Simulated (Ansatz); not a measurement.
Run report: CH₅AlF₂, geometry relaxation

CH₅AlF₂, computed with RKS PBE-D4/6-31G* (Ansatz 0.2.0).

The input holds or restrains some coordinates. It belongs to a series of runs on one base structure; here: pulled along the bonds that form and break, towards end B. Figures and captions count atoms from 1; the log counts them from 0 in places.

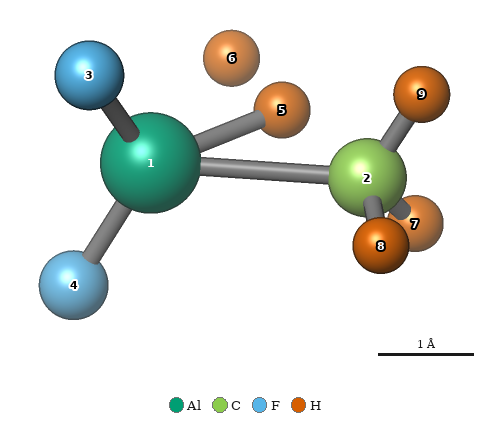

Fig. 1: The input geometry (ball-and-stick view, seen at an oblique angle; atoms are numbered from 1 in the order of the input). Sticks mark near contacts. Bond lengths as drawn: Al–C 2.28 Å, Al–F 1.63 to 1.64 Å, Al–H 1.69 Å and C–H 1.09 to 1.10 Å.

Summary:

| quantity | value |
| --- | --- |
| outcome | converged under the restraints of the input |
| total energy | −13141.6141 eV |
| mean-field energy | −13141.5040 eV |
| largest force (length of the vector) at the end, held atoms and coordinates included | 0.711 eV/Å |
| hardware | 2 threads of Intel Xeon (Sapphire Rapids), 16 GiB of memory available, shared host |
| wall time | 8.6 s (CPU time 16 s) |
| peak memory | 0.17 GiB |

The input:
```yaml
crystal:
  periodic: [false, false, false]
  atoms:
    - { symbol: Al, position_ang: [-0.8308, -0.0531, -0.9246] }
    - { symbol: C, position_ang: [0.9057, 0.2138, 0.5357] }
    - { symbol: F, position_ang: [-0.6279, -1.2198, -2.0512] }
    - { symbol: F, position_ang: [-1.7166, 1.2832, -1.2486] }
    - { symbol: H, position_ang: [-0.3648, -0.3716, 0.6724] }
    - { symbol: H, position_ang: [-1.2268, -0.8091, 0.8847] }
    - { symbol: H, position_ang: [0.7814, 0.8753, 1.3957] }
    - { symbol: H, position_ang: [1.6205, 0.7577, -0.1079] }
    - { symbol: H, position_ang: [1.4593, -0.6764, 0.8437] }
basis:
  gaussian: { orbitals: "6-31G*" }
hamiltonian:
  xc: pbe
  dispersion: d4
relax:
  f_tol: 0.15
  max_steps: 25
  restrain:
    - { distance: [0, 5], at: 1.52, k: 30.0 }
    - { distance: [4, 1], at: 1.07, k: 30.0 }
    - { distance: [0, 1], at: 3.27, k: 30.0 }
    - { distance: [4, 5], at: 1.92, k: 30.0 }
output:
  orbitals: {}
```

Command:
```bash
ansatz run input.yaml --threads 2 --pin off --max-ram 3072MiB --backend cpu --events-out ev --progress --plain --runs-dir out
```

Output:
```
The last accepted step is kept in [file] (removed where the run ends without a failure and the disk answers)
Engine: ansatz 0.2.0, x86_64-unknown-linux-gnu
Functional definition: PBE
  parameter kappa = 0.804
  parameter beta = 0.06672455060314922
  exchange = pbe_x(kappa = kappa, mu = beta*pi^2/3)
  correlation = pbe_c(beta = beta)
855 factors; their error is unknown
mean field evaluation 1: about -13130.2813 eV, gradient 6.9e1 eV
mean field evaluation 2: about -13108.2066 eV, gradient 1.3e2 eV
mean field evaluation 4: about -13139.3900 eV, gradient 8.0e0 eV
mean field evaluation 8: about -13139.5371 eV, gradient 5.5e-2 eV
mean field evaluation 16: about -13139.4963 eV, gradient 3.4e-5 eV
mean field -13139.49629842 eV, -482.8675826964 hartree, gradient 3.4e-5 eV, S^2 0.000000; 0 other end points of the search recorded, 0 dependent functions left out
the calculation of the forces begins
reference -13139.49634483 eV, -482.8675844021 hartree; 21, 21 occupied and 53, 53 virtual orbitals, 855 factors
relax step   1: F+E_penalty+E_count = -13139.62868900 eV  Δ(F+E_penalty+E_count) = +0.000e0 eV  max|allowed force component| = 2.192e0 eV/Å  E_restraint = 32.70023201 eV  max|allowed force component, restraints' pulls added| = 3.313e1 eV/Å  Δτ_max = 0.0000 Å  (25 SCF iters, accepted)
  distance Al 0 - H 5 = 2.0005 Å
  distance H 4 - C 1 = 1.4055 Å
  distance Al 0 - C 1 = 2.2845 Å
  distance H 4 - H 5 = 0.9897 Å
these checks for a lower state are left out or cut short: starts, cluster_reference, orbital_swaps, neighbouring_geometries, increment
855 factors; their error is unknown
mean field -13139.70111126 eV, -482.8751094297 hartree, gradient 1.7e-5 eV, S^2 0.000000; 0 other end points of the search recorded, 0 dependent functions left out
[... from here on the field's lines of each further geometry are left out, up to the last ...]
relax step   2: F+E_penalty+E_count = -13139.82596343 eV  Δ(F+E_penalty+E_count) = -1.973e-1 eV  max|allowed force component| = 2.835e0 eV/Å  E_restraint = 17.10478895 eV  max|allowed force component, restraints' pulls added| = 2.459e1 eV/Å  Δτ_max = 0.1950 Å  (32 SCF iters, accepted)
relax step   3: F+E_penalty+E_count = -13140.51598548 eV  Δ(F+E_penalty+E_count) = -6.900e-1 eV  max|allowed force component| = 2.362e0 eV/Å  E_restraint = 6.42256694 eV  max|allowed force component, restraints' pulls added| = 1.363e1 eV/Å  Δτ_max = 0.1949 Å  (31 SCF iters, accepted)
relax step   4: F+E_penalty+E_count = -13140.89705130 eV  Δ(F+E_penalty+E_count) = -3.811e-1 eV  max|allowed force component| = 2.310e0 eV/Å  E_restraint = 1.17565088 eV  max|allowed force component, restraints' pulls added| = 5.943e0 eV/Å  Δτ_max = 0.1949 Å  (32 SCF iters, accepted)
relax step   5: F+E_penalty+E_count = -13141.35631731 eV  Δ(F+E_penalty+E_count) = -4.593e-1 eV  max|allowed force component| = 1.232e0 eV/Å  E_restraint = 0.04736058 eV  max|allowed force component, restraints' pulls added| = 1.232e0 eV/Å  Δτ_max = 0.1946 Å  (27 SCF iters, accepted)
relax step   6: F+E_penalty+E_count = -13141.53037345 eV  Δ(F+E_penalty+E_count) = -1.741e-1 eV  max|allowed force component| = 1.628e0 eV/Å  E_restraint = 0.02282084 eV  max|allowed force component, restraints' pulls added| = 1.249e0 eV/Å  Δτ_max = 0.1943 Å  (26 SCF iters, accepted)
relax step   7: F+E_penalty+E_count = -13141.59875703 eV  Δ(F+E_penalty+E_count) = -6.838e-2 eV  max|allowed force component| = 4.768e-1 eV/Å  E_restraint = 0.01649182 eV  max|allowed force component, restraints' pulls added| = 1.093e-1 eV/Å  Δτ_max = 0.0491 Å  (27 SCF iters, accepted)
relax step   8: F+E_penalty+E_count = -13141.61342917 eV  Δ(F+E_penalty+E_count) = -1.467e-2 eV  max|allowed force component| = 5.055e-1 eV/Å  E_restraint = 0.03346309 eV  max|allowed force component, restraints' pulls added| = 6.992e-1 eV/Å  Δτ_max = 0.1830 Å  (25 SCF iters, rejected (line search))
relax step   9: F+E_penalty+E_count = -13141.60843971 eV  Δ(F+E_penalty+E_count) = -9.683e-3 eV  max|allowed force component| = 4.537e-1 eV/Å  E_restraint = 0.01697175 eV  max|allowed force component, restraints' pulls added| = 1.950e-1 eV/Å  Δτ_max = 0.0893 Å  (26 SCF iters, accepted)
the calculation of the forces begins
reference -13141.50396948 eV, -482.9413632472 hartree; 21, 21 occupied and 53, 53 virtual orbitals, 855 factors
relax step  10: F+E_penalty+E_count = -13141.61401594 eV  Δ(F+E_penalty+E_count) = -5.576e-3 eV  max|allowed force component| = 4.635e-1 eV/Å  E_restraint = 0.01503448 eV  max|allowed force component, restraints' pulls added| = 3.090e-2 eV/Å  Δτ_max = 0.1000 Å  (26 SCF iters, accepted)
  distance Al 0 - H 5 = 1.5387 Å
  distance H 4 - C 1 = 1.0904 Å
  distance Al 0 - C 1 = 3.2650 Å
  distance H 4 - H 5 = 1.9346 Å
855 factors; their error is unknown
mean field evaluation 96: about -13141.5039 eV, gradient 1.1e-2 eV
```

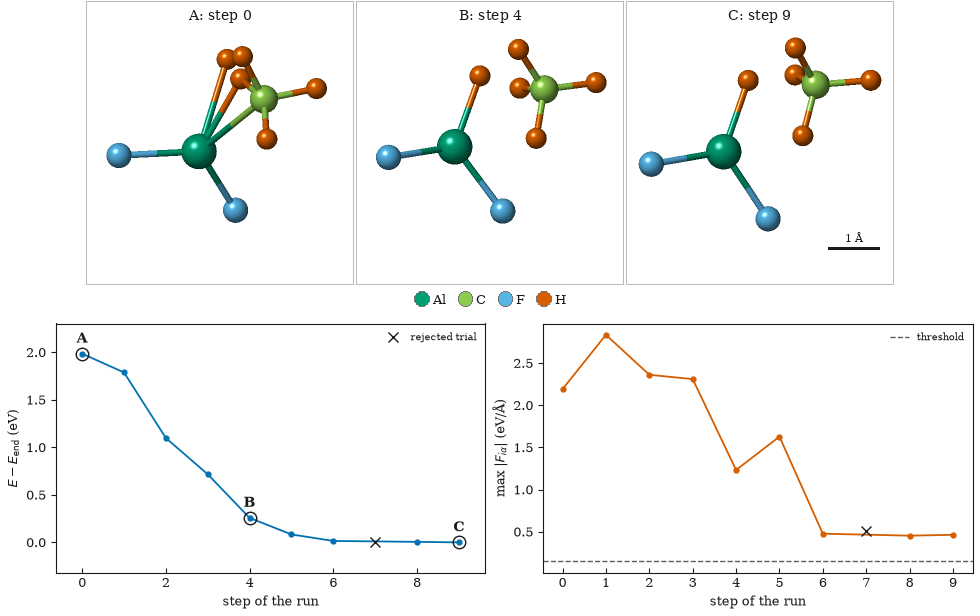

Fig. 2: Frames of the restrained relaxation (ball-and-stick view, seen at a tilt) above the curves, on which the letters mark them (the first geometry is step 0 here and step 1 in the log).

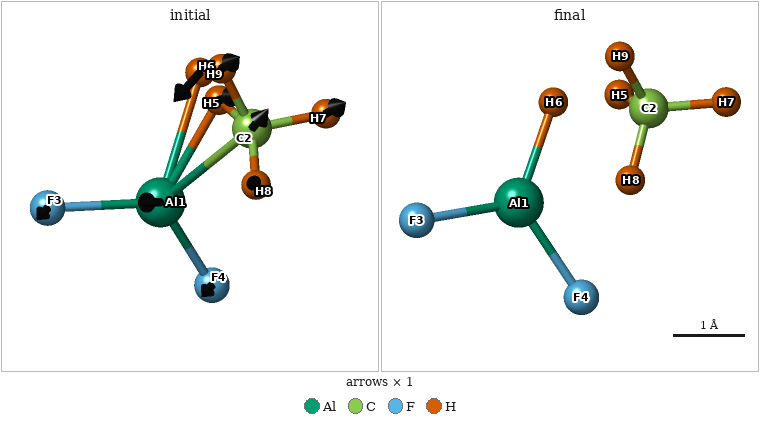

Fig. 3: Before (left) and after (right) the restrained relaxation, at one scale (ball-and-stick view, seen at a tilt). The black arrows give the displacements, at true length. The energy falls by 1.985 eV in 9 geometry steps. The largest force component goes from 2.2 to 0.46 eV/Å. The line search rejected the trial step at point 7 (counted from 0) and went back. The atom that moves furthest after the best rigid fit is H6 (0.66 Å). By element the largest moves are H 0.66 Å, Al 0.66 Å, C 0.42 Å, F 0.27 Å. Among the contacts that change: Al1–C2 2.285 → 3.265 Å, Al1–H5 1.694 → 2.490 Å, Al1–H6 2.000 → 1.539 Å, C2–H5 1.406 → 1.090 Å. New bonds form: Al1–H6 (2.00 → 1.54 Å), C2–H5 (1.41 → 1.09 Å). Bonds break: Al1–C2 (2.28 → 3.27 Å), Al1–H5 (1.69 → 2.49 Å). Among the angles that change: H5–C2–H8 147.8° → 111.1°, H5–C2–H7 94.2° → 108.9°, H5–C2–H9 95.2° → 109.0°. (Atoms are counted from 1 in the order of the input.)

```
mean field -13141.50392254 eV, -482.9413615222 hartree, gradient 1.4e-5 eV, S^2 0.000000; 1 other end points of the search recorded, 0 dependent functions left out
the calculation of the forces begins
reference -13141.50396948 eV, -482.9413632472 hartree; 21, 21 occupied and 53, 53 virtual orbitals, 855 factors
Total energy: -13141.61406289 eV, -482.9454091051 hartree
Atom 0 at    -1.443839    -0.277519    -1.049408 Å, force     0.160544     0.217127    -0.462889 eV/Å
Atom 1 at     1.150546     0.209383     0.872142 Å, force     0.463496     0.219115    -0.068889 eV/Å
Atom 2 at    -0.808920    -1.231622    -2.253180 Å, force    -0.001654     0.002953    -0.008474 eV/Å
Atom 3 at    -1.893773     1.272425    -1.446464 Å, force    -0.000557     0.002772    -0.009309 eV/Å
Atom 4 at     0.145577    -0.213732     0.866751 Å, force    -0.160902    -0.107487     0.128448 eV/Å
Atom 5 at    -1.626837    -0.817075     0.379887 Å, force    -0.460360    -0.335142     0.426359 eV/Å
Atom 6 at     1.206301     0.987119     1.648283 Å, force     0.002573    -0.001758    -0.005997 eV/Å
Atom 7 at     1.396483     0.661811    -0.104388 Å, force    -0.003951    -0.001777     0.002798 eV/Å
Atom 8 at     1.874463    -0.590791     1.086277 Å, force     0.000811     0.004197    -0.002048 eV/Å
Dipole moment:     0.060221    -0.072858     0.305006 e Å
```

Trajectory as extended XYZ (Å, eV, eV/Å), 10 frames, from step=1 to step=10:
```
9
Properties=species:S:1:pos:R:3:forces:R:3 step=1 energy=-13139.62869
Al   -0.8308   -0.0531   -0.9246    1.1712  -0.1828   2.1915
C     0.9057    0.2138    0.5357    0.4886   0.7084  -1.5702
F    -0.6279   -1.2198   -2.0512    0.1164  -0.5667  -0.4813
F    -1.7166    1.2832   -1.2486   -0.3742   0.5990  -0.0781
H    -0.3648   -0.3716    0.6724   -0.2786  -0.3285   0.6858
H    -1.2268   -0.8091    0.8847   -0.8692  -0.0819  -0.9068
H     0.7814    0.8753    1.3957   -0.3001   0.1831   0.3401
H     1.6205    0.7577   -0.1079    0.0621   0.1249  -0.2833
H     1.4593   -0.6764    0.8437   -0.0162  -0.4555   0.1023
9
Properties=species:S:1:pos:R:3:forces:R:3 step=2 energy=-13139.82596
Al   -0.9817   -0.1200   -0.9180   -0.2443  -1.0273   2.8355
C     0.9965    0.2247    0.6213   -1.5852  -0.1362  -1.8394
F    -0.6285   -1.2287   -2.0632    0.3706  -0.4491  -0.6574
F    -1.7257    1.2939   -1.2543   -0.1761   0.8199  -0.2410
H    -0.1918   -0.2874    0.6410    1.6092   0.8422  -0.4270
H    -1.3504   -0.8383    0.8116   -0.7403   0.2224  -1.6588
H     0.7825    0.8865    1.4156    0.1788   0.8815   1.5862
H     1.6275    0.7608   -0.1080   -0.4371  -0.0338  -0.4210
H     1.4717   -0.6915    0.8539    1.0243  -1.1196   0.8228
9
Properties=species:S:1:pos:R:3:forces:R:3 step=3 energy=-13140.51599
Al   -1.1529   -0.1980   -0.9039   -0.4559  -0.9630   2.2587
C     1.0751    0.2340    0.6943   -2.0124  -0.1416  -2.3616
F    -0.6212   -1.2315   -2.0702    0.2401  -0.1600  -0.4093
F    -1.7241    1.3041   -1.2573   -0.0349   0.4807  -0.2140
H    -0.0130   -0.2098    0.6376    1.2792   0.9085  -1.0759
H    -1.4601   -0.8511    0.7066   -0.6422   0.2513  -1.6121
H     0.7889    0.8994    1.4401    0.5350   1.3387   2.3378
H     1.6177    0.7592   -0.1150   -0.6426  -0.2061  -0.1823
H     1.4897   -0.7063    0.8678    1.7337  -1.5086   1.2585
9
Properties=species:S:1:pos:R:3:forces:R:3 step=4 energy=-13140.89705
Al   -1.3315   -0.2762   -0.9004    0.4042   0.0246   0.3596
C     1.1488    0.2460    0.7529   -1.3866   0.1419  -2.3103
F    -0.6185   -1.2311   -2.0722   -0.2137   0.1581   0.0923
F    -1.7226    1.3076   -1.2587   -0.0312  -0.2491  -0.0485
H     0.1253   -0.1505    0.6375   -0.4118   0.2553  -1.2918
H    -1.5515   -0.8502    0.5831   -0.6444  -0.1338  -0.4285
H     0.8154    0.9212    1.4829    0.8830   1.1414   2.1488
H     1.6033    0.7553   -0.1214   -0.4174  -0.2360   0.1776
H     1.5313   -0.7221    0.8962    1.8180  -1.1026   1.3007
9
Properties=species:S:1:pos:R:3:forces:R:3 step=5 energy=-13141.35632
Al   -1.4773   -0.3171   -0.9707    0.3458  -0.0490   0.7699
C     1.1607    0.2387    0.7914   -0.3902   0.2078  -1.0992
F    -0.6877   -1.2017   -2.0768    0.4556  -0.8185  -1.0656
F    -1.7529    1.2497   -1.2921   -0.4496   1.2323  -0.3773
H     0.1573   -0.1228    0.5989   -0.6043  -0.1117  -0.4442
H    -1.6379   -0.8463    0.4560   -0.6935  -0.4863   0.5949
H     0.9775    0.9415    1.5886    0.5933   0.3517   0.7915
H     1.5795    0.7395   -0.1034   -0.0698  -0.1131   0.2488
H     1.6808   -0.6815    1.0079    0.8126  -0.2132   0.5814
9
Properties=species:S:1:pos:R:3:forces:R:3 step=6 energy=-13141.53037
Al   -1.4735   -0.3056   -0.9976    0.4487   0.6796  -1.6281
C     1.1711    0.2279    0.8400    0.4448   0.3054  -0.3003
F    -0.7881   -1.2747   -2.2262   -0.5476   0.7057   0.8591
F    -1.9053    1.2957   -1.4010    0.2644  -1.1492   0.2479
H     0.1659   -0.1343    0.6458   -0.3862  -0.1742   0.0333
H    -1.6406   -0.8391    0.4342   -0.5004  -0.3594   0.4568
H     1.1067    0.9446    1.6668    0.1093   0.0569   0.1014
H     1.5747    0.7244   -0.0615    0.0240  -0.0404   0.1490
H     1.7891   -0.6390    1.0995    0.1429  -0.0245   0.0809
9
Properties=species:S:1:pos:R:3:forces:R:3 step=7 energy=-13141.59876
Al   -1.4568   -0.2892   -1.0295    0.1279   0.2211  -0.4768
C     1.1683    0.2246    0.8465    0.4617   0.2145  -0.0401
F    -0.8206   -1.2629   -2.2209   -0.0474   0.1085   0.0173
F    -1.9215    1.2648   -1.4076    0.0477  -0.1093  -0.0490
H     0.1560   -0.1529    0.6901   -0.1628  -0.0872   0.0637
H    -1.6360   -0.8263    0.4018   -0.4625  -0.3429   0.4432
H     1.1382    0.9514    1.6715    0.0289   0.0064  -0.0015
H     1.5579    0.7157   -0.0615   -0.0209  -0.0229   0.0395
H     1.8146   -0.6254    1.1094    0.0274   0.0116   0.0037
9
Properties=species:S:1:pos:R:3:forces:R:3 step=8 energy=-13141.61343 accepted=F
Al   -1.4647   -0.2861   -1.0515    0.3269   0.2436  -0.2882
C     1.1486    0.2130    0.8577    0.2687   0.1991  -0.2060
F    -0.7703   -1.2326   -2.2245   -0.0364  -0.0195  -0.1106
F    -1.8616    1.2840   -1.4143   -0.0597   0.0354  -0.0918
H     0.1351   -0.2168    0.8603    0.1282   0.0354   0.0625
H    -1.6536   -0.8259    0.3758   -0.5055  -0.3625   0.4446
H     1.2005    0.9847    1.6444    0.0079  -0.0233  -0.1187
H     1.3970    0.6706   -0.1300   -0.1016  -0.1757   0.3823
H     1.8690   -0.5911    1.0820   -0.0284   0.0675  -0.0741
9
Properties=species:S:1:pos:R:3:forces:R:3 step=9 energy=-13141.60844
Al   -1.4491   -0.2818   -1.0421    0.1180   0.1869  -0.4285
C     1.1630    0.2187    0.8583    0.4265   0.2137  -0.0779
F    -0.8193   -1.2526   -2.2359   -0.0068   0.0588  -0.0233
F    -1.9146    1.2677   -1.4247    0.0299  -0.0212  -0.0528
H     0.1496   -0.1830    0.7739   -0.0989  -0.0655   0.0787
H    -1.6363   -0.8214    0.3862   -0.4537  -0.3408   0.4492
H     1.1724    0.9665    1.6662    0.0196   0.0024  -0.0388
H     1.4890    0.6951   -0.0862   -0.0448  -0.0608   0.1189
H     1.8453   -0.6092    1.1041    0.0101   0.0264  -0.0256
9
Properties=species:S:1:pos:R:3:forces:R:3 step=10 energy=-13141.61402
Al   -1.4438   -0.2775   -1.0494    0.1605   0.2171  -0.4629
C     1.1505    0.2094    0.8721    0.4635   0.2191  -0.0689
F    -0.8089   -1.2316   -2.2532   -0.0017   0.0030  -0.0085
F    -1.8938    1.2724   -1.4465   -0.0006   0.0028  -0.0093
H     0.1456   -0.2137    0.8668   -0.1609  -0.1075   0.1284
H    -1.6268   -0.8171    0.3799   -0.4604  -0.3351   0.4264
H     1.2063    0.9871    1.6483    0.0026  -0.0018  -0.0060
H     1.3965    0.6618   -0.1044   -0.0040  -0.0018   0.0028
H     1.8745   -0.5908    1.0863    0.0008   0.0042  -0.0020
```

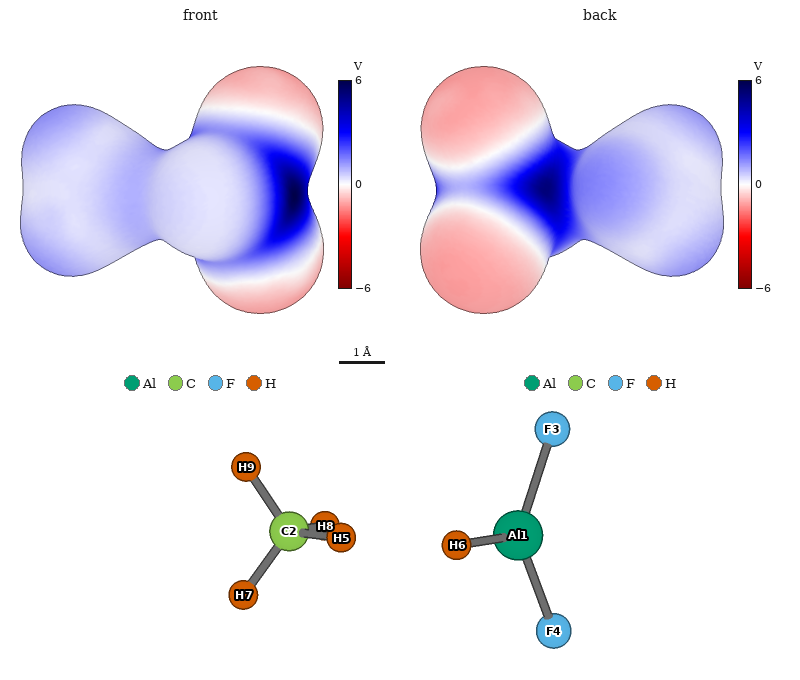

Fig. 4: The electrostatic potential painted on the density surface at 0.004 e/bohr³, seen face on and from behind; red is negative and blue positive. The bare structure is drawn below in the same view.

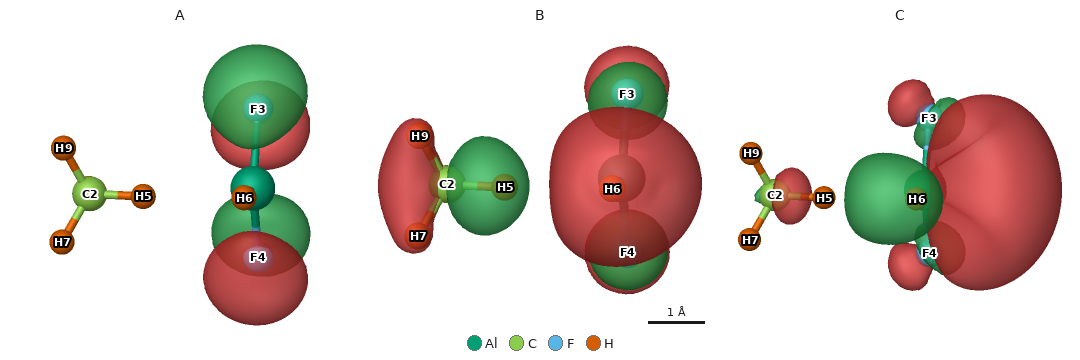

Fig. 5: Three frontier orbitals at ±0.08 Å⁻³ᐟ² (green and red are the two phases). A is the HOMO−1 (−8.77 eV). B is the HOMO (−8.10 eV). By Hirshfeld shares it lies mainly on H6 (35 %), Al1 (25 %), F4 (10 %), F3 (10 %) and C2 (10 %). C is the LUMO (−1.18 eV). Its weight (Hirshfeld) is mainly on Al1 (70 %), H6 (10 %), F3 (10 %) and F4 (10 %). The HOMO–LUMO gap is 6.92 eV between the orbital energies.

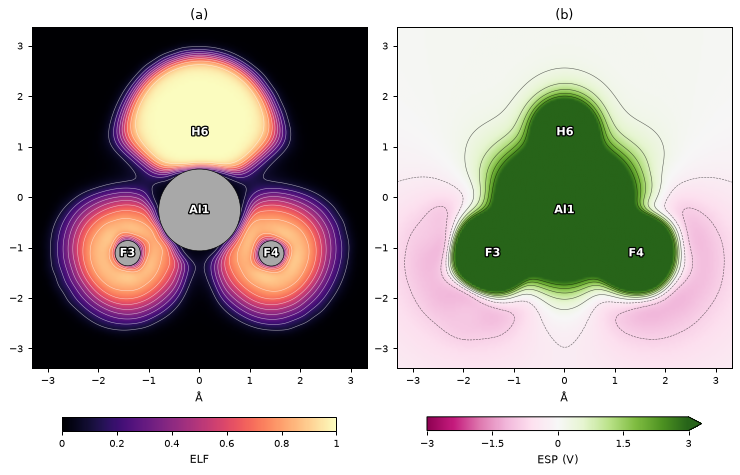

Fig. 6: (a) ELF; (b) electrostatic potential on the plane of atoms F4, Al1 and H6. Grey discs, where drawn, cover atomic cores. The section cuts through Al, F and H sites. Al–F (1.66 Å): the ELF peaks at about 0.85 in the valence shell of F, 0.5 Å from its nucleus, and is about 0.25 at the midpoint. Al–H (1.54 Å): the ELF climbs to about 1 towards the hydrogen, as it does in any bond to H.
